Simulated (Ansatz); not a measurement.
# Run report: HfH2OF4, geometry relaxation (part 1 of 2)

The run: geometry relaxation of HfH2OF4. Method and program: RKS PBE/def2-SVP (Ansatz 0.2.0).

The input holds or restrains some coordinates. Forces given for the steps count only the free coordinates. It belongs to a series of runs on one base structure; here: pulled along the bonds that form and break, towards end B. Figures and captions count atoms from 1; the log counts them from 0 in places.

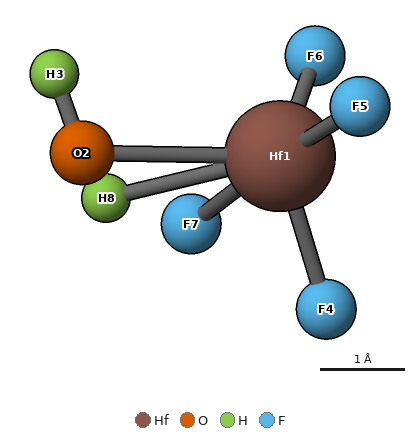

**Figure 1.** The starting structure (ball-and-stick view, seen at a tilt; atoms are numbered from 1 in the order of the input). Sticks mark near contacts.

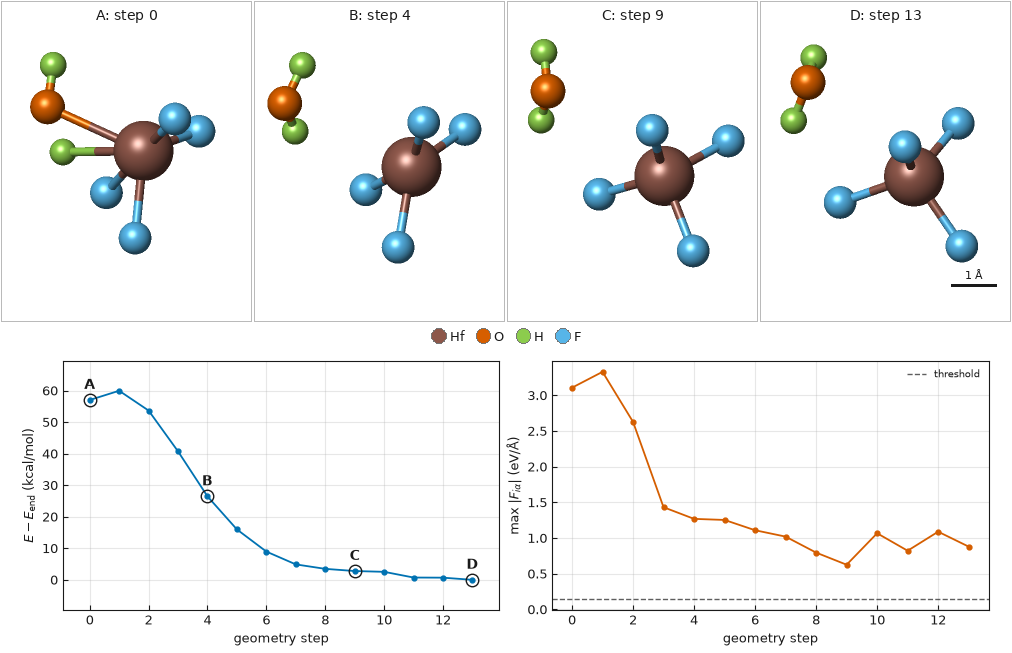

**Figure 2.** Frames of the restrained relaxation (ball-and-stick view, seen at a tilt) above the curves, on which the letters mark them (the first geometry is step 0 here and step 1 in the log).

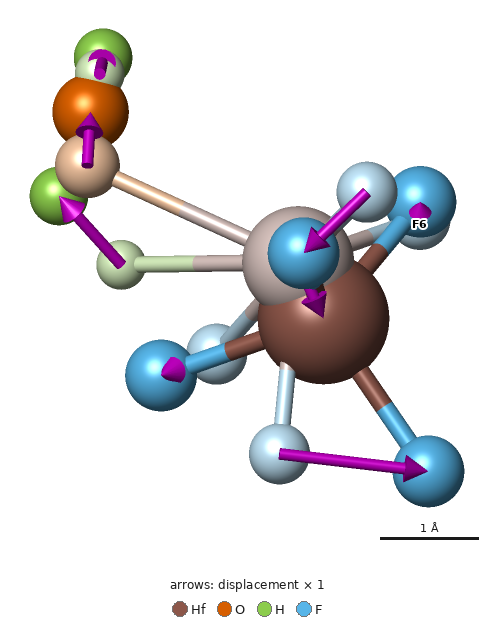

**Figure 3.** Start (faint) and end (solid) with the displacements as pink arrows, at true length (ball-and-stick view, seen at a tilt). The two geometries are laid on each other by the best rigid fit. Over 13 geometry steps the energy falls by 57.0 kcal/mol. The largest force component goes from 3.1 to 0.88 eV/Å. F4 moves most after the best rigid fit: 1.54 Å. Largest moves by element: F 1.54 Å, H 1.01 Å, Hf 0.65 Å, O 0.64 Å. Among the contacts that change: Hf1–O2 2.420 → 3.253 Å, Hf1–H8 2.353 → 3.152 Å, O2–H8 1.496 → 0.992 Å, Hf1–F7 2.280 → 1.962 Å. New bonds form: O2–H8 (1.50 → 0.99 Å). Bonds break: Hf1–H8 (2.35 → 3.15 Å), Hf1–O2 (2.42 → 3.25 Å). Among the angles that change: F5–Hf1–F7 176.6° → 114.8°, F6–Hf1–F7 72.8° → 111.7°, F4–Hf1–F7 67.2° → 105.8°. (Atoms are counted from 1 in the order of the input.)

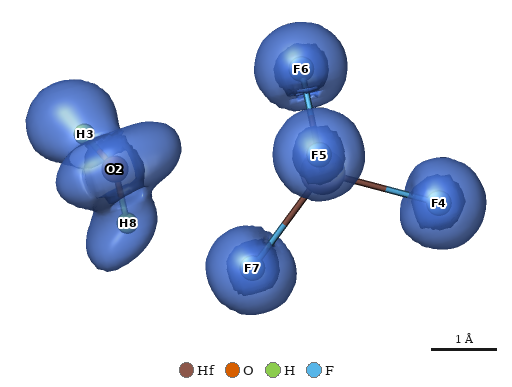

**Figure 4.** Isosurface of the electron localisation function at 0.8 (blue), seen face on. Only the valence region is drawn (cores and ρ < 0.01 e/Å³ removed). Along the contacts the grid gives the following. Hf1···O2 (3.25 Å): the ELF is only about 0 between them. Hf–F (1.91 Å): the ELF peaks at about 0.85 in the valence shell of F, 0.5 Å from its nucleus, and drops to about 0.20 between the two atoms.

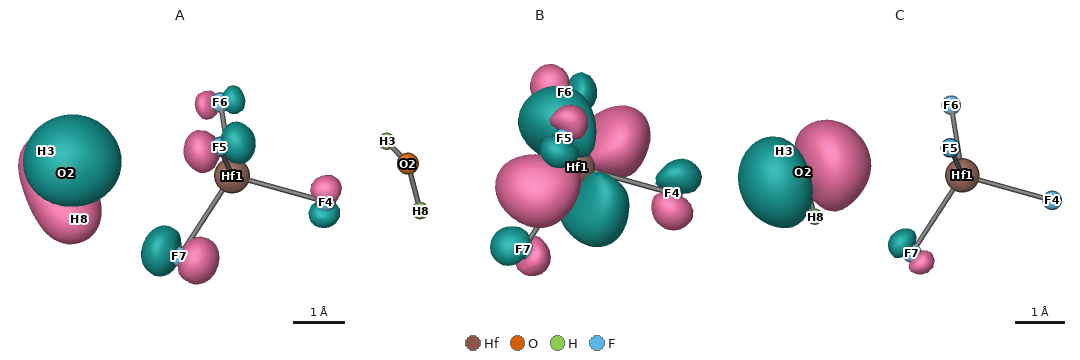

**Figure 5.** Three frontier orbitals at ±0.15 Å⁻³ᐟ² (teal and pink are the two phases). A is the HOMO−1 (−9.38 eV). C is the HOMO (−7.45 eV). B is the LUMO (−1.61 eV). It lies mainly on Hf1 (75 %). The HOMO–LUMO gap is 5.84 eV between the orbital energies.

These pictures come from the run below.

Input
```yaml
crystal:
  periodic: [false, false, false]
  atoms:
    - { symbol: Hf, position_ang: [0.0, 0.0, 0.0] }
    - { symbol: O, position_ang: [0.0, 0.0, 2.42] }
    - { symbol: H, position_ang: [-0.9095, -0.2814, 2.7571] }
    - { symbol: F, position_ang: [1.8671, 0.0, -0.6593] }
    - { symbol: F, position_ang: [-0.9326, 1.6157, -0.6593] }
    - { symbol: F, position_ang: [-0.9326, -1.6157, -0.6593] }
    - { symbol: F, position_ang: [1.19, -1.8071, 0.7189] }
    - { symbol: H, position_ang: [0.77, -1.1692, 1.8915] }
basis:
  gaussian: { orbitals: def2-SVP }
hamiltonian:
  xc: pbe
relax:
  f_tol: 0.15
  max_steps: 25
  restrain:
    - { distance: [0, 6], at: 1.98, k: 30.0 }
    - { distance: [7, 1], at: 1.01, k: 30.0 }
    - { distance: [0, 1], at: 3.27, k: 30.0 }
    - { distance: [7, 6], at: 2.12, k: 30.0 }
output:
  orbitals: {}
```

Command:
```bash
ansatz run input.yaml --threads 2 --pin off --max-ram 3072MiB --backend cpu --events-out ev --progress --plain --runs-dir out
```

Output
```
The last accepted step is kept in [file] (removed where the run ends without a failure and the disk answers)
Engine: ansatz 0.2.0, aarch64-unknown-linux-gnu
Functional definition: PBE
  parameter kappa = 0.804
  parameter beta = 0.06672455060314922
  exchange = pbe_x(kappa = kappa, mu = beta*pi^2/3)
  correlation = pbe_c(beta = beta)
1165 factors; their error is unknown
mean field evaluation 1: about -14226.7073 eV, gradient 8.5e1 eV
mean field evaluation 2: about -14024.9915 eV, gradient 3.3e2 eV
mean field evaluation 4: about -14237.2825 eV, gradient 3.4e1 eV
mean field evaluation 8: about -14239.1818 eV, gradient 8.0e-1 eV
mean field evaluation 16: about -14239.0866 eV, gradient 3.2e-4 eV
mean field -14239.08663156 eV, -523.2767821102 hartree, gradient 5.0e-5 eV, S^2 0.000000; 0 other end points of the search recorded, 0 dependent functions left out
the calculation of the forces begins
reference -14239.08670841 eV, -523.2767849343 hartree; 29, 29 occupied and 83, 83 virtual orbitals, 1165 factors
relax step   1: F+E_penalty+E_count = -14239.08663156 eV  Δ(F+E_penalty+E_count) = +0.000e0 eV  max|allowed force component| = 3.107e0 eV/Å  E_restraint = 23.52572975 eV  max|allowed force component, restraints' pulls added| = 2.235e1 eV/Å  Δτ_max = 0.0000 Å  (28 SCF iters, accepted)
  distance Hf 0 - F 6 = 2.2800 Å
  distance H 7 - O 1 = 1.4964 Å
  distance Hf 0 - O 1 = 2.4200 Å
  distance H 7 - F 6 = 1.3994 Å
these checks for a lower state are left out or cut short: starts, cluster_reference, orbital_swaps, neighbouring_geometries, increment
1165 factors; their error is unknown
mean field -14238.95961916 eV, -523.2721144905 hartree, gradient 7.8e-6 eV, S^2 0.000000; 0 other end points of the search recorded, 0 dependent functions left out
[... from here on the field's lines of each further geometry are left out, up to the last ...]
relax step   2: F+E_penalty+E_count = -14238.95961916 eV  Δ(F+E_penalty+E_count) = +1.270e-1 eV  max|allowed force component| = 3.329e0 eV/Å  E_restraint = 9.75138483 eV  max|allowed force component, restraints' pulls added| = 1.625e1 eV/Å  Δτ_max = 0.1948 Å  (42 SCF iters, accepted)
relax step   3: F+E_penalty+E_count = -14239.23186737 eV  Δ(F+E_penalty+E_count) = -2.722e-1 eV  max|allowed force component| = 2.628e0 eV/Å  E_restraint = 2.86909895 eV  max|allowed force component, restraints' pulls added| = 7.671e0 eV/Å  Δτ_max = 0.1948 Å  (34 SCF iters, accepted)
relax step   4: F+E_penalty+E_count = -14239.79325403 eV  Δ(F+E_penalty+E_count) = -5.614e-1 eV  max|allowed force component| = 1.432e0 eV/Å  E_restraint = 0.24134432 eV  max|allowed force component, restraints' pulls added| = 3.066e0 eV/Å  Δτ_max = 0.1971 Å  (35 SCF iters, accepted)
relax step   5: F+E_penalty+E_count = -14240.41195423 eV  Δ(F+E_penalty+E_count) = -6.187e-1 eV  max|allowed force component| = 1.269e0 eV/Å  E_restraint = 0.02865025 eV  max|allowed force component, restraints' pulls added| = 8.067e-1 eV/Å  Δτ_max = 0.1947 Å  (34 SCF iters, accepted)
relax step   6: F+E_penalty+E_count = -14240.86636718 eV  Δ(F+E_penalty+E_count) = -4.544e-1 eV  max|allowed force component| = 1.254e0 eV/Å  E_restraint = 0.01110012 eV  max|allowed force component, restraints' pulls added| = 1.231e0 eV/Å  Δτ_max = 0.1954 Å  (34 SCF iters, accepted)
relax step   7: F+E_penalty+E_count = -14241.17106170 eV  Δ(F+E_penalty+E_count) = -3.047e-1 eV  max|allowed force component| = 1.110e0 eV/Å  E_restraint = 0.00739004 eV  max|allowed force component, restraints' pulls added| = 8.319e-1 eV/Å  Δτ_max = 0.1950 Å  (34 SCF iters, accepted)
relax step   8: F+E_penalty+E_count = -14241.34724637 eV  Δ(F+E_penalty+E_count) = -1.762e-1 eV  max|allowed force component| = 1.020e0 eV/Å  E_restraint = 0.01132898 eV  max|allowed force component, restraints' pulls added| = 6.326e-1 eV/Å  Δτ_max = 0.1937 Å  (34 SCF iters, accepted)
relax step   9: F+E_penalty+E_count = -14241.40854475 eV  Δ(F+E_penalty+E_count) = -6.130e-2 eV  max|allowed force component| = 7.965e-1 eV/Å  E_restraint = 0.01330586 eV  max|allowed force component, restraints' pulls added| = 2.352e-1 eV/Å  Δτ_max = 0.1999 Å  (33 SCF iters, accepted)
relax step  10: F+E_penalty+E_count = -14241.43843131 eV  Δ(F+E_penalty+E_count) = -2.989e-2 eV  max|allowed force component| = 6.266e-1 eV/Å  E_restraint = 0.01018829 eV  max|allowed force component, restraints' pulls added| = 1.965e-1 eV/Å  Δτ_max = 0.1999 Å  (33 SCF iters, accepted)
relax step  11: F+E_penalty+E_count = -14241.44937490 eV  Δ(F+E_penalty+E_count) = -1.094e-2 eV  max|allowed force component| = 1.067e0 eV/Å  E_restraint = 0.00436367 eV  max|allowed force component, restraints' pulls added| = 8.719e-1 eV/Å  Δτ_max = 0.1936 Å  (34 SCF iters, accepted)
relax step  12: F+E_penalty+E_count = -14241.52795471 eV  Δ(F+E_penalty+E_count) = -7.858e-2 eV  max|allowed force component| = 8.228e-1 eV/Å  E_restraint = 0.01277207 eV  max|allowed force component, restraints' pulls added| = 1.446e-1 eV/Å  Δτ_max = 0.2000 Å  (33 SCF iters, accepted)
relax step  13: F+E_penalty+E_count = -14241.52974021 eV  Δ(F+E_penalty+E_count) = -1.785e-3 eV  max|allowed force component| = 1.089e0 eV/Å  E_restraint = 0.01179730 eV  max|allowed force component, restraints' pulls added| = 8.372e-1 eV/Å  Δτ_max = 0.1999 Å  (33 SCF iters, accepted)
the calculation of the forces begins
reference -14241.55954027 eV, -523.3676598292 hartree; 29, 29 occupied and 83, 83 virtual orbitals, 1165 factors
```
